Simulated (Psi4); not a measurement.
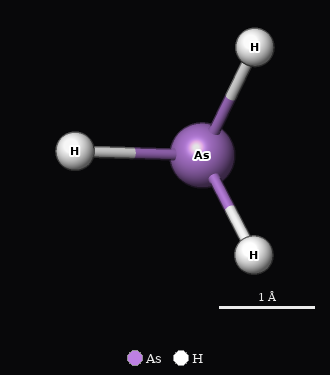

Figure 1. The structure as given in the input (ball-and-stick view, seen on its broad side). Bond lengths as drawn: As–H 1.52 Å.

# Single-point calculation, with input and output: AsH3 (charge +1) (part 1 of 2)

AsH3, charge +1, multiplicity 2, computed with CCSD/cc-pVTZ, UHF (Psi4 1.11).

The geometry is that of the parent species in another charge or spin state. The geometry comes from this level: PBE0-D4/def2-TZVP.

The program's output:
```
=> Loading Basis Set <=

    Name: CC-PVTZ
    Role: ORBITAL
    Keyword: BASIS

         ---------------------------------------------------------
                                   SCF
                              UHF Reference
                        1 Threads,   1525 MiB Core
         ---------------------------------------------------------

  ==> Geometry <==

    Molecular point group: c1
    Full point group: C1

    Geometry (in Angstrom), charge = 1, multiplicity = 2:

       Center              X                  Y                   Z               Mass
    ------------   -----------------  -----------------  -----------------  -----------------
         AS          -0.215800000000     0.487600000000    -0.346000000000    74.921594570000
         H            0.349900000000     0.630300000000     1.059400000000     1.007825032230
         H           -1.068000000000    -0.705500000000     0.061100000000     1.007825032230
         H            0.933900000000    -0.412500000000    -0.774500000000     1.007825032230

  Running in c1 symmetry.

  Rotational constants: A =      3.49086  B =      0.51362  C =      0.51361 [cm^-1]
  Rotational constants: A = 104653.23354  B =  15397.80754  C =  15397.72130 [MHz]
  Nuclear repulsion =   35.153177936618192

  Charge       = 1
  Multiplicity = 2
  Electrons    = 35
  Nalpha       = 18
  Nbeta        = 17

  ==> Algorithm <==

  SCF Algorithm Type is PK.
  DIIS enabled.
  MOM disabled.
  Fractional occupation disabled.
  Guess Type is SAD.
  Energy threshold   = 1.00e-09
  Density threshold  = 1.00e-08
  Integral threshold = 1.00e-12

  ==> Primary Basis <==

  Basis Set: CC-PVTZ
    Blend: CC-PVTZ
    Number of shells: 33
    Number of basis functions: 85
    Number of Cartesian functions: 94
    Spherical Harmonics?: true
    Max angular momentum: 3

  ==> Integral Setup <==

  Using in-core PK algorithm.
   Calculation information:
      Number of atoms:                   4
      Number of AO shells:              33
      Number of primitives:            143
      Number of atomic orbitals:        94
      Number of basis functions:        85

      Integral cutoff                 1.00e-12
      Number of threads:                 1

  Performing in-core PK
  Using 13362680 doubles for integral storage.
  We computed 157641 shell quartets total.
  Whereas there are 157641 unique shell quartets.

  ==> DiskJK: Disk-Based J/K Matrices <==

    J tasked:                  Yes
    K tasked:                  Yes
    wK tasked:                  No
    Memory [MiB]:             1144
    Schwarz Cutoff:          1E-12

  Minimum eigenvalue in the overlap matrix is 2.5227924094E-03.
  Reciprocal condition number of the overlap matrix is 4.9999621226E-04.
    Using symmetric orthogonalization.

  ==> Pre-Iterations <==

  SCF Guess: Superposition of Atomic Densities via on-the-fly atomic UHF (no occupation information).

   -------------------------
    Irrep   Nso     Nmo
   -------------------------
     A         85      85
   -------------------------
    Total      85      85
   -------------------------

  ==> Iterations <==

                        Total Energy        Delta E     RMS |[F,P]|

   @UHF iter SAD: -2232.18128950145683   -2.23218e+03   0.00000e+00
   @UHF iter   1: -2235.01121106056007   -2.82992e+00   1.95434e-02 DIIS/ADIIS
   @UHF iter   2: -2235.47940535947237   -4.68194e-01   1.09741e-02 DIIS/ADIIS
   @UHF iter   3: -2235.62492235208856   -1.45517e-01   6.96302e-04 DIIS/ADIIS
   @UHF iter   4: -2235.62713366578691   -2.21131e-03   1.42492e-04 DIIS/ADIIS
   @UHF iter   5: -2235.62735216903729   -2.18503e-04   3.77387e-05 DIIS
   @UHF iter   6: -2235.62736897878085   -1.68097e-05   1.30377e-05 DIIS
   @UHF iter   7: -2235.62737198910554   -3.01032e-06   8.06397e-06 DIIS
   @UHF iter   8: -2235.62737388494224   -1.89584e-06   3.68305e-06 DIIS
   @UHF iter   9: -2235.62737433362645   -4.48684e-07   6.75933e-07 DIIS
   @UHF iter  10: -2235.62737434281598   -9.18953e-09   1.58509e-07 DIIS
   @UHF iter  11: -2235.62737434320616   -3.90173e-10   4.10820e-08 DIIS
   @UHF iter  12: -2235.62737434322935   -2.31921e-11   7.96618e-09 DIIS
  Energy and wave function converged.

  ==> Post-Iterations <==

   @Spin Contamination Metric:   5.100430551E-03
   @S^2 Expected:                7.500000000E-01
   @S^2 Observed:                7.551004306E-01
   @S   Expected:                5.000000000E-01
   @S   Observed:                5.000000000E-01

    Orbital Energies [Eh]
    ---------------------

    Alpha Occupied:

       1A   -432.909483     2A    -56.631605     3A    -50.478642
       4A    -50.475582     5A    -50.475582     6A     -8.356590
       7A     -6.215920     8A     -6.206593     9A     -6.206593
      10A     -2.442536    11A     -2.442536    12A     -2.442530
      13A     -2.436995    14A     -2.436995    15A     -1.150153
      16A     -0.780522    17A     -0.780517    18A     -0.745589

    Alpha Virtual:

      19A     -0.127102    20A     -0.127099    21A     -0.078649
      22A      0.061665    23A      0.066828    24A      0.066829
      25A      0.102778    26A      0.118150    27A      0.118150
      28A      0.211171    29A      0.211173    30A      0.265241
      31A      0.312750    32A      0.427551    33A      0.427555
      34A      0.635323    35A      0.661646    36A      0.661660
      37A      0.819094    38A      0.819105    39A      0.897184
      40A      1.017943    41A      1.017950    42A      1.068671
      43A      1.199573    44A      1.257984    45A      1.258324
      46A      1.258324    47A      1.310363    48A      1.342853
      49A      1.342857    50A      1.425810    51A      1.425819
      52A      1.439608    53A      1.496762    54A      1.504570
      55A      1.504575    56A      1.919386    57A      1.919412
      58A      2.426974    59A      2.664753    60A      2.664764
      61A      3.178841    62A      3.183743    63A      3.183747
      64A      3.239734    65A      3.239738    66A      3.398360
      67A      3.439286    68A      3.474665    69A      3.474688
      70A      3.515348    71A      3.674030    72A      3.694361
      73A      3.694376    74A      3.878765    75A      3.918594
      76A      3.918611    77A      3.932392    78A      4.137409
      79A      4.137435    80A      4.182811    81A      4.182826
      82A      4.197075    83A      4.766799    84A      4.766835
      85A      5.151544

    Beta Occupied:

       1A   -432.906101     2A    -56.629308     3A    -50.474827
       4A    -50.474827     5A    -50.472530     6A     -8.348326
       7A     -6.204728     8A     -6.204728     9A     -6.198551
      10A     -2.438448    11A     -2.438448    12A     -2.435752
      13A     -2.435459    14A     -2.435459    15A     -1.083445
      16A     -0.759315    17A     -0.759310

    Beta Virtual:

      18A     -0.314408    19A     -0.090326    20A     -0.090323
      21A     -0.070527    22A      0.070209    23A      0.070210
      24A      0.106710    25A      0.136933    26A      0.136935
      27A      0.151405    28A      0.232290    29A      0.232291
      30A      0.291846    31A      0.320900    32A      0.446311
      33A      0.446316    34A      0.639138    35A      0.679686
      36A      0.679700    37A      0.827849    38A      0.827859
      39A      0.912683    40A      1.028424    41A      1.028432
      42A      1.095975    43A      1.209268    44A      1.272252
      45A      1.272253    46A      1.299354    47A      1.317549
      48A      1.382623    49A      1.382627    50A      1.448752
      51A      1.448760    52A      1.483020    53A      1.510966
      54A      1.510970    55A      1.514070    56A      1.932479
      57A      1.932504    58A      2.438490    59A      2.673187
      60A      2.673197    61A      3.185692    62A      3.188597
      63A      3.188600    64A      3.245853    65A      3.245857
      66A      3.404112    67A      3.444997    68A      3.479844
      69A      3.479867    70A      3.519913    71A      3.682465
      72A      3.702090    73A      3.702104    74A      3.884105
      75A      3.924648    76A      3.924664    77A      3.940013
      78A      4.144205    79A      4.144230    80A      4.187239
      81A      4.187253    82A      4.201875    83A      4.770684
      84A      4.770720    85A      5.159603

    Final Occupation by Irrep:
              A
    DOCC [    17 ]
    SOCC [     1 ]
    NA   [    18 ]
    NB   [    17 ]

  @UHF Final Energy: -2235.62737434322935

   => Energetics <=

    Nuclear Repulsion Energy =             35.1531779366181922
    One-Electron Energy =               -3175.2465817448810412
    Two-Electron Energy =                 904.4660294650335572
    Total Energy =                      -2235.6273743432293486

  UHF NO Occupations:
  HONO-2 :   16  A 1.9996938
  HONO-1 :   17  A 1.9981273
  HONO-0 :   18  A 1.0000000
  LUNO+0 :   19  A 0.0018727
  LUNO+1 :   20  A 0.0003062
  LUNO+2 :   21  A 0.0003061
  LUNO+3 :   22  A 0.0000274

Computation Completed

Properties will be evaluated at   0.000000,   0.000000,   0.000000 [a0]

Properties computed using the SCF density matrix

 Multipole Moments:

 ------------------------------------------------------------------------------------
     Multipole            Electronic (a.u.)      Nuclear  (a.u.)        Total (a.u.)
 ------------------------------------------------------------------------------------

 L = 1.  Multiply by 2.5417464519 to convert [e a0] to [Debye]
 Dipole X            :         12.7167350          -13.0496927           -0.3329577
 Dipole Y            :        -28.7332714           29.4855857            0.7523143
 Dipole Z            :         20.3891930          -20.9230477           -0.5338546
 Magnitude           :                                                    0.9807336

 ------------------------------------------------------------------------------------

	total time  =         19 seconds =       0.32 minutes
 MINTS: Wrapper to libmints.

   Calculation information:
      Number of threads:                 1
      Number of atoms:                   4
      Number of AO shells:              33
      Number of SO shells:              33
      Number of primitives:            143
      Number of atomic orbitals:        94
      Number of basis functions:        85

      Number of irreps:                  1
      Integral cutoff                 1.00e-12
      Number of functions per irrep: [  85 ]

 OEINTS: Overlap, kinetic, potential, dipole, and quadrupole integrals
         stored in file 35.

      Computing two-electron integrals...done
      Computed 6267687 non-zero two-electron integrals.
        Stored in file 33.

	Wfn Parameters:
	--------------------
	Wavefunction         = CCSD
	Number of irreps     = 1
	Number of MOs        = 85
	Number of active MOs = 76
	AO-Basis             = NONE
	Semicanonical        = false
	Reference            = UHF
	Print Level          = 1
```
